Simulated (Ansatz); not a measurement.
**Molecular dynamics, with input and output: Si₄H₁₀O₄ (part 1 of 2)**

System: Si₄H₁₀O₄.
Method: RKS PBE-D4/STO-3G (Ansatz 0.2.0).

It belongs to a series of runs on one base structure; here: dynamics from the start.

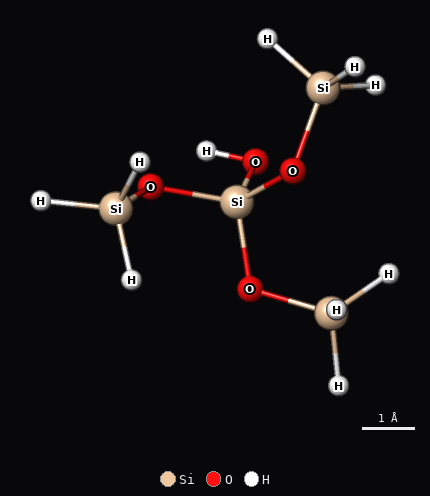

*The input geometry (ball-and-stick view, seen at a tilt).*

Bond lengths as drawn: H–O 1.03 Å, H–Si 1.46 to 1.47 Å and O–Si 1.70 to 1.73 Å.

Key numbers

```json
{"quantity": "outcome", "value": "finished"}
{"quantity": "mean temperature over the second half", "value": "357 K"}
{"quantity": "trajectory", "value": "100 steps, 50 fs"}
{"quantity": "ensemble", "value": "nvt_langevin"}
{"quantity": "temperature in the input", "value": "500.0 K"}
{"quantity": "time step", "value": "0.5 fs"}
{"quantity": "potential energy (last step)", "value": "−39359.3087 eV"}
{"quantity": "mean-field energy (last step)", "value": "−39358.7225 eV"}
{"quantity": "largest force (length of the vector) (last step)", "value": "2.530 eV/Å"}
{"quantity": "hardware", "value": "1 thread of Arm Neoverse V2, 24 GiB of memory available, shared host"}
{"quantity": "wall time", "value": "9.5 min"}
{"quantity": "peak memory", "value": "0.13 GiB"}
```

Remarks

So short a trajectory is not equilibrated. The logged temperature at the start can lie below the typed one, since it is counted over all degrees of freedom.

Input file
```yaml
crystal:
  periodic: [false, false, false]
  atoms:
    - { symbol: Si, position_ang: [-0.26746, -0.162823, 0.325167] }
    - { symbol: O, position_ang: [-0.071262, -0.306631, 2.028197] }
    - { symbol: H, position_ang: [-0.518001, 0.559969, 2.374156] }
    - { symbol: O, position_ang: [1.147734, 0.219851, -0.53571] }
    - { symbol: Si, position_ang: [1.994344, -1.157252, -1.139195] }
    - { symbol: H, position_ang: [1.373046, -1.720239, -2.34353] }
    - { symbol: H, position_ang: [3.310917, -0.648864, -1.508407] }
    - { symbol: H, position_ang: [2.173434, -2.232432, -0.157799] }
    - { symbol: O, position_ang: [-1.367772, 1.121087, 0.15434] }
    - { symbol: Si, position_ang: [-1.9977, 1.399856, -1.418945] }
    - { symbol: H, position_ang: [-2.919887, 0.337129, -1.826496] }
    - { symbol: H, position_ang: [-2.734533, 2.654227, -1.335771] }
    - { symbol: H, position_ang: [-0.963057, 1.513984, -2.448208] }
    - { symbol: O, position_ang: [-0.719911, -1.689731, -0.286725] }
    - { symbol: Si, position_ang: [-1.570764, -2.699901, 0.818106] }
    - { symbol: H, position_ang: [-0.692522, -3.286795, 1.830342] }
    - { symbol: H, position_ang: [-2.666967, -2.009534, 1.499554] }
    - { symbol: H, position_ang: [-2.126739, -3.778, 0.009025] }
basis:
  gaussian: { orbitals: STO-3G }
hamiltonian:
  xc: pbe
  dispersion: d4
md:
  timestep: 0.5
  n_steps: 100
  ensemble: nvt_langevin
  temperature: 500.0
  initial_velocities: maxwell_boltzmann
  seed: 517737
  friction: 0.01
```

Launch command:
```bash
ansatz run input.yaml --threads 1 --pin off --max-ram 2048MiB --backend cpu --events-out ev --progress --plain --runs-dir out
```

Log
```
Engine: ansatz 0.2.0, aarch64-unknown-linux-gnu
Functional definition: PBE
  parameter kappa = 0.804
  parameter beta = 0.06672455060314922
  exchange = pbe_x(kappa = kappa, mu = beta*pi^2/3)
  correlation = pbe_c(beta = beta)
908 factors; integrals over basis functions are off by at most 1.3e-5 eV
mean field evaluation 1: about -39350.8070 eV, gradient 5.1e1 eV
mean field evaluation 2: about -39341.5547 eV, gradient 7.6e1 eV
mean field evaluation 4: about -39359.4059 eV, gradient 5.9e0 eV
mean field evaluation 8: about -39359.4166 eV, gradient 1.5e-1 eV
mean field evaluation 16: about -39359.4167 eV, gradient 4.2e-5 eV
mean field -39359.41666762 eV, -1446.4318837642 hartree, gradient 4.2e-5 eV, S^2 0.000000; 0 other end points of the search recorded, 0 dependent functions left out
the calculation of the forces begins
reference -39359.41669892 eV, -1446.4318849145 hartree; 49, 49 occupied and 17, 17 virtual orbitals, 908 factors
md step     0: t =     0.00 fs  T =   472.2 K  F+E_penalty+E_count = -39359.98583352 eV  E_kin = 1.098710 eV  (25 SCF iters)
these checks for a lower state are left out or cut short: starts, cluster_reference, orbital_swaps, neighbouring_geometries, increment
908 factors; integrals over basis functions are off by at most 1.3e-5 eV
mean field -39359.38472374 eV, -1446.4307098483 hartree, gradient 9.5e-6 eV, S^2 0.000000; 0 other end points of the search recorded, 0 dependent functions left out
the calculation of the forces begins
reference -39359.38475499 eV, -1446.4307109965 hartree; 49, 49 occupied and 17, 17 virtual orbitals, 908 factors
md step     1: t =     0.50 fs  T =   468.5 K  F+E_penalty+E_count = -39359.95412507 eV  E_kin = 1.090066 eV  (28 SCF iters, 3 dispersion substeps)
[... from here on the SCF iterations and repeated set-up lines of each step are left out, up to the last step ...]
md step     2: t =     1.00 fs  T =   427.6 K  F+E_penalty+E_count = -39359.86670555 eV  E_kin = 0.994840 eV  (28 SCF iters, 3 dispersion substeps)
md step     3: t =     1.50 fs  T =   376.9 K  F+E_penalty+E_count = -39359.75272700 eV  E_kin = 0.876839 eV  (26 SCF iters, 3 dispersion substeps)
md step     4: t =     2.00 fs  T =   364.9 K  F+E_penalty+E_count = -39359.64698704 eV  E_kin = 0.849045 eV  (28 SCF iters, 3 dispersion substeps)
md step     5: t =     2.50 fs  T =   336.6 K  F+E_penalty+E_count = -39359.57634260 eV  E_kin = 0.783173 eV  (27 SCF iters, 3 dispersion substeps)
md step     6: t =     3.00 fs  T =   335.1 K  F+E_penalty+E_count = -39359.55122325 eV  E_kin = 0.779602 eV  (27 SCF iters, 3 dispersion substeps)
md step     7: t =     3.50 fs  T =   333.5 K  F+E_penalty+E_count = -39359.55791733 eV  E_kin = 0.775880 eV  (28 SCF iters, 3 dispersion substeps)
md step     8: t =     4.00 fs  T =   348.7 K  F+E_penalty+E_count = -39359.57865483 eV  E_kin = 0.811354 eV  (29 SCF iters, 3 dispersion substeps)
md step     9: t =     4.50 fs  T =   370.3 K  F+E_penalty+E_count = -39359.60213101 eV  E_kin = 0.861516 eV  (29 SCF iters, 3 dispersion substeps)
md step    10: t =     5.00 fs  T =   381.6 K  F+E_penalty+E_count = -39359.62216985 eV  E_kin = 0.887871 eV  (29 SCF iters, 3 dispersion substeps)
md step    11: t =     5.50 fs  T =   370.1 K  F+E_penalty+E_count = -39359.63098530 eV  E_kin = 0.861100 eV  (29 SCF iters, 3 dispersion substeps)
md step    12: t =     6.00 fs  T =   361.7 K  F+E_penalty+E_count = -39359.62954434 eV  E_kin = 0.841634 eV  (29 SCF iters, 3 dispersion substeps)
md step    13: t =     6.50 fs  T =   360.9 K  F+E_penalty+E_count = -39359.61910637 eV  E_kin = 0.839777 eV  (30 SCF iters, 3 dispersion substeps)
md step    14: t =     7.00 fs  T =   344.8 K  F+E_penalty+E_count = -39359.59528201 eV  E_kin = 0.802185 eV  (29 SCF iters, 3 dispersion substeps)
md step    15: t =     7.50 fs  T =   323.1 K  F+E_penalty+E_count = -39359.55659163 eV  E_kin = 0.751865 eV  (30 SCF iters, 3 dispersion substeps)
md step    16: t =     8.00 fs  T =   302.5 K  F+E_penalty+E_count = -39359.50819540 eV  E_kin = 0.703710 eV  (29 SCF iters, 3 dispersion substeps)
md step    17: t =     8.50 fs  T =   271.0 K  F+E_penalty+E_count = -39359.46050288 eV  E_kin = 0.630607 eV  (27 SCF iters, 3 dispersion substeps)
md step    18: t =     9.00 fs  T =   259.1 K  F+E_penalty+E_count = -39359.41586517 eV  E_kin = 0.602940 eV  (29 SCF iters, 3 dispersion substeps)
md step    19: t =     9.50 fs  T =   244.4 K  F+E_penalty+E_count = -39359.37372770 eV  E_kin = 0.568692 eV  (30 SCF iters, 3 dispersion substeps)
md step    20: t =    10.00 fs  T =   238.5 K  F+E_penalty+E_count = -39359.34036957 eV  E_kin = 0.554943 eV  (28 SCF iters, 3 dispersion substeps)
md step    21: t =    10.50 fs  T =   231.6 K  F+E_penalty+E_count = -39359.32435099 eV  E_kin = 0.538841 eV  (28 SCF iters, 3 dispersion substeps)
md step    22: t =    11.00 fs  T =   246.4 K  F+E_penalty+E_count = -39359.33662871 eV  E_kin = 0.573325 eV  (29 SCF iters, 3 dispersion substeps)
md step    23: t =    11.50 fs  T =   250.0 K  F+E_penalty+E_count = -39359.38162183 eV  E_kin = 0.581665 eV  (28 SCF iters, 3 dispersion substeps)
md step    24: t =    12.00 fs  T =   288.7 K  F+E_penalty+E_count = -39359.45385015 eV  E_kin = 0.671815 eV  (29 SCF iters, 3 dispersion substeps)
md step    25: t =    12.50 fs  T =   322.4 K  F+E_penalty+E_count = -39359.53738416 eV  E_kin = 0.750013 eV  (28 SCF iters, 3 dispersion substeps)
md step    26: t =    13.00 fs  T =   341.5 K  F+E_penalty+E_count = -39359.60715472 eV  E_kin = 0.794610 eV  (29 SCF iters, 3 dispersion substeps)
md step    27: t =    13.50 fs  T =   359.1 K  F+E_penalty+E_count = -39359.64302541 eV  E_kin = 0.835509 eV  (29 SCF iters, 3 dispersion substeps)
md step    28: t =    14.00 fs  T =   348.2 K  F+E_penalty+E_count = -39359.63570939 eV  E_kin = 0.810197 eV  (29 SCF iters, 3 dispersion substeps)
md step    29: t =    14.50 fs  T =   339.0 K  F+E_penalty+E_count = -39359.59170060 eV  E_kin = 0.788819 eV  (29 SCF iters, 3 dispersion substeps)
md step    30: t =    15.00 fs  T =   298.9 K  F+E_penalty+E_count = -39359.52723562 eV  E_kin = 0.695396 eV  (30 SCF iters, 3 dispersion substeps)
md step    31: t =    15.50 fs  T =   259.5 K  F+E_penalty+E_count = -39359.46384716 eV  E_kin = 0.603843 eV  (29 SCF iters, 3 dispersion substeps)
md step    32: t =    16.00 fs  T =   247.0 K  F+E_penalty+E_count = -39359.42373064 eV  E_kin = 0.574693 eV  (28 SCF iters, 3 dispersion substeps)
md step    33: t =    16.50 fs  T =   258.5 K  F+E_penalty+E_count = -39359.42089633 eV  E_kin = 0.601410 eV  (23 SCF iters, 3 dispersion substeps)
md step    34: t =    17.00 fs  T =   287.6 K  F+E_penalty+E_count = -39359.45988316 eV  E_kin = 0.669064 eV  (29 SCF iters, 3 dispersion substeps)
md step    35: t =    17.50 fs  T =   322.4 K  F+E_penalty+E_count = -39359.53359878 eV  E_kin = 0.750142 eV  (30 SCF iters, 3 dispersion substeps)
md step    36: t =    18.00 fs  T =   352.4 K  F+E_penalty+E_count = -39359.61531064 eV  E_kin = 0.819920 eV  (26 SCF iters, 3 dispersion substeps)
md step    37: t =    18.50 fs  T =   385.0 K  F+E_penalty+E_count = -39359.67904925 eV  E_kin = 0.895773 eV  (28 SCF iters, 3 dispersion substeps)
md step    38: t =    19.00 fs  T =   396.1 K  F+E_penalty+E_count = -39359.70709721 eV  E_kin = 0.921620 eV  (28 SCF iters, 3 dispersion substeps)
md step    39: t =    19.50 fs  T =   395.5 K  F+E_penalty+E_count = -39359.69447888 eV  E_kin = 0.920183 eV  (28 SCF iters, 3 dispersion substeps)
md step    40: t =    20.00 fs  T =   389.9 K  F+E_penalty+E_count = -39359.65280619 eV  E_kin = 0.907141 eV  (29 SCF iters, 3 dispersion substeps)
md step    41: t =    20.50 fs  T =   382.8 K  F+E_penalty+E_count = -39359.60289947 eV  E_kin = 0.890657 eV  (28 SCF iters, 3 dispersion substeps)
md step    42: t =    21.00 fs  T =   365.8 K  F+E_penalty+E_count = -39359.56509027 eV  E_kin = 0.851025 eV  (28 SCF iters, 3 dispersion substeps)
md step    43: t =    21.50 fs  T =   379.6 K  F+E_penalty+E_count = -39359.54123814 eV  E_kin = 0.883302 eV  (28 SCF iters, 3 dispersion substeps)
md step    44: t =    22.00 fs  T =   363.3 K  F+E_penalty+E_count = -39359.51855345 eV  E_kin = 0.845209 eV  (29 SCF iters, 3 dispersion substeps)
md step    45: t =    22.50 fs  T =   340.8 K  F+E_penalty+E_count = -39359.49341686 eV  E_kin = 0.793047 eV  (29 SCF iters, 3 dispersion substeps)
md step    46: t =    23.00 fs  T =   340.1 K  F+E_penalty+E_count = -39359.46998753 eV  E_kin = 0.791417 eV  (28 SCF iters, 3 dispersion substeps)
md step    47: t =    23.50 fs  T =   327.5 K  F+E_penalty+E_count = -39359.45334379 eV  E_kin = 0.761880 eV  (28 SCF iters, 3 dispersion substeps)
md step    48: t =    24.00 fs  T =   329.3 K  F+E_penalty+E_count = -39359.45173687 eV  E_kin = 0.766094 eV  (27 SCF iters, 3 dispersion substeps)
md step    49: t =    24.50 fs  T =   342.9 K  F+E_penalty+E_count = -39359.46354786 eV  E_kin = 0.797797 eV  (28 SCF iters, 3 dispersion substeps)
md step    50: t =    25.00 fs  T =   326.7 K  F+E_penalty+E_count = -39359.48781992 eV  E_kin = 0.760127 eV  (29 SCF iters, 3 dispersion substeps)
md step    51: t =    25.50 fs  T =   350.9 K  F+E_penalty+E_count = -39359.52081698 eV  E_kin = 0.816504 eV  (28 SCF iters, 3 dispersion substeps)
md step    52: t =    26.00 fs  T =   364.9 K  F+E_penalty+E_count = -39359.55397646 eV  E_kin = 0.849030 eV  (28 SCF iters, 3 dispersion substeps)
md step    53: t =    26.50 fs  T =   386.8 K  F+E_penalty+E_count = -39359.57398437 eV  E_kin = 0.899966 eV  (29 SCF iters, 3 dispersion substeps)
md step    54: t =    27.00 fs  T =   387.4 K  F+E_penalty+E_count = -39359.56887054 eV  E_kin = 0.901421 eV  (28 SCF iters, 3 dispersion substeps)
md step    55: t =    27.50 fs  T =   355.3 K  F+E_penalty+E_count = -39359.53422746 eV  E_kin = 0.826631 eV  (26 SCF iters, 3 dispersion substeps)
md step    56: t =    28.00 fs  T =   324.5 K  F+E_penalty+E_count = -39359.47708333 eV  E_kin = 0.755006 eV  (29 SCF iters, 3 dispersion substeps)
md step    57: t =    28.50 fs  T =   285.7 K  F+E_penalty+E_count = -39359.41288675 eV  E_kin = 0.664647 eV  (28 SCF iters, 3 dispersion substeps)
md step    58: t =    29.00 fs  T =   278.8 K  F+E_penalty+E_count = -39359.35650320 eV  E_kin = 0.648609 eV  (28 SCF iters, 3 dispersion substeps)
md step    59: t =    29.50 fs  T =   282.0 K  F+E_penalty+E_count = -39359.31998207 eV  E_kin = 0.656188 eV  (28 SCF iters, 3 dispersion substeps)
md step    60: t =    30.00 fs  T =   276.4 K  F+E_penalty+E_count = -39359.31428120 eV  E_kin = 0.643172 eV  (27 SCF iters, 3 dispersion substeps)
md step    61: t =    30.50 fs  T =   301.5 K  F+E_penalty+E_count = -39359.33982470 eV  E_kin = 0.701475 eV  (28 SCF iters, 3 dispersion substeps)
md step    62: t =    31.00 fs  T =   328.4 K  F+E_penalty+E_count = -39359.38286931 eV  E_kin = 0.763970 eV  (29 SCF iters, 3 dispersion substeps)
md step    63: t =    31.50 fs  T =   368.8 K  F+E_penalty+E_count = -39359.42468884 eV  E_kin = 0.857983 eV  (28 SCF iters, 3 dispersion substeps)
md step    64: t =    32.00 fs  T =   393.4 K  F+E_penalty+E_count = -39359.44868839 eV  E_kin = 0.915216 eV  (28 SCF iters, 3 dispersion substeps)
md step    65: t =    32.50 fs  T =   404.9 K  F+E_penalty+E_count = -39359.43948038 eV  E_kin = 0.942134 eV  (28 SCF iters, 3 dispersion substeps)
md step    66: t =    33.00 fs  T =   366.6 K  F+E_penalty+E_count = -39359.39506942 eV  E_kin = 0.852938 eV  (28 SCF iters, 3 dispersion substeps)
md step    67: t =    33.50 fs  T =   355.5 K  F+E_penalty+E_count = -39359.33112990 eV  E_kin = 0.827121 eV  (28 SCF iters, 3 dispersion substeps)
md step    68: t =    34.00 fs  T =   315.6 K  F+E_penalty+E_count = -39359.26199268 eV  E_kin = 0.734308 eV  (28 SCF iters, 3 dispersion substeps)
md step    69: t =    34.50 fs  T =   306.7 K  F+E_penalty+E_count = -39359.20060654 eV  E_kin = 0.713545 eV  (29 SCF iters, 3 dispersion substeps)
md step    70: t =    35.00 fs  T =   290.2 K  F+E_penalty+E_count = -39359.16014129 eV  E_kin = 0.675242 eV  (29 SCF iters, 3 dispersion substeps)
md step    71: t =    35.50 fs  T =   268.2 K  F+E_penalty+E_count = -39359.14815843 eV  E_kin = 0.623902 eV  (29 SCF iters, 3 dispersion substeps)
md step    72: t =    36.00 fs  T =   285.3 K  F+E_penalty+E_count = -39359.16013278 eV  E_kin = 0.663693 eV  (28 SCF iters, 3 dispersion substeps)
md step    73: t =    36.50 fs  T =   290.0 K  F+E_penalty+E_count = -39359.18599212 eV  E_kin = 0.674804 eV  (28 SCF iters, 3 dispersion substeps)
md step    74: t =    37.00 fs  T =   312.6 K  F+E_penalty+E_count = -39359.20856114 eV  E_kin = 0.727337 eV  (26 SCF iters, 3 dispersion substeps)
md step    75: t =    37.50 fs  T =   334.8 K  F+E_penalty+E_count = -39359.21307008 eV  E_kin = 0.778861 eV  (28 SCF iters, 3 dispersion substeps)
md step    76: t =    38.00 fs  T =   356.6 K  F+E_penalty+E_count = -39359.19671902 eV  E_kin = 0.829715 eV  (28 SCF iters, 3 dispersion substeps)
md step    77: t =    38.50 fs  T =   337.2 K  F+E_penalty+E_count = -39359.17177447 eV  E_kin = 0.784464 eV  (28 SCF iters, 3 dispersion substeps)
md step    78: t =    39.00 fs  T =   323.2 K  F+E_penalty+E_count = -39359.16073334 eV  E_kin = 0.751990 eV  (28 SCF iters, 3 dispersion substeps)
md step    79: t =    39.50 fs  T =   346.2 K  F+E_penalty+E_count = -39359.17515246 eV  E_kin = 0.805412 eV  (28 SCF iters, 3 dispersion substeps)
md step    80: t =    40.00 fs  T =   349.3 K  F+E_penalty+E_count = -39359.21074454 eV  E_kin = 0.812674 eV  (28 SCF iters, 3 dispersion substeps)
md step    81: t =    40.50 fs  T =   363.2 K  F+E_penalty+E_count = -39359.24273653 eV  E_kin = 0.845158 eV  (28 SCF iters, 3 dispersion substeps)
md step    82: t =    41.00 fs  T =   369.9 K  F+E_penalty+E_count = -39359.24524093 eV  E_kin = 0.860600 eV  (28 SCF iters, 3 dispersion substeps)
md step    83: t =    41.50 fs  T =   389.2 K  F+E_penalty+E_count = -39359.21693210 eV  E_kin = 0.905470 eV  (28 SCF iters, 3 dispersion substeps)
md step    84: t =    42.00 fs  T =   370.0 K  F+E_penalty+E_count = -39359.17431309 eV  E_kin = 0.860886 eV  (29 SCF iters, 3 dispersion substeps)
md step    85: t =    42.50 fs  T =   362.7 K  F+E_penalty+E_count = -39359.14013706 eV  E_kin = 0.843820 eV  (29 SCF iters, 3 dispersion substeps)
md step    86: t =    43.00 fs  T =   362.1 K  F+E_penalty+E_count = -39359.13358746 eV  E_kin = 0.842419 eV  (29 SCF iters, 3 dispersion substeps)
md step    87: t =    43.50 fs  T =   367.9 K  F+E_penalty+E_count = -39359.16285943 eV  E_kin = 0.855979 eV  (29 SCF iters, 3 dispersion substeps)
md step    88: t =    44.00 fs  T =   402.0 K  F+E_penalty+E_count = -39359.22673233 eV  E_kin = 0.935417 eV  (28 SCF iters, 3 dispersion substeps)
```
